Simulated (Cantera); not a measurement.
Feed: 1 mol PbF₂, a varied amount of N₂, at 1377 °C and 16.0 Pa.

Method: chemical equilibrium by Gibbs-energy minimisation in Cantera with the NASA 1993 tables (ideal gas, pure condensed phases). Candidate condensed phases: Pb, PbF₂; 12 gas species. Equilibrium is a limit: real reactors are often held back by kinetics, nucleation or transport.

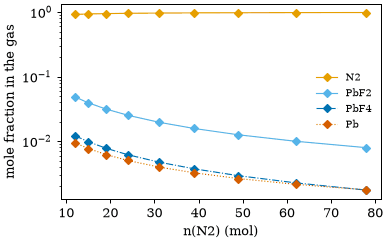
Figure: Equilibrium gas composition (values under 1e-9 drawn at 1e-9)

Task: Read off the mole fractions at 31 mol N₂.

Result: N₂ about 0.97, PbF₂ about 0.020, PbF₄ about 0.0047, Pb about 0.0040.
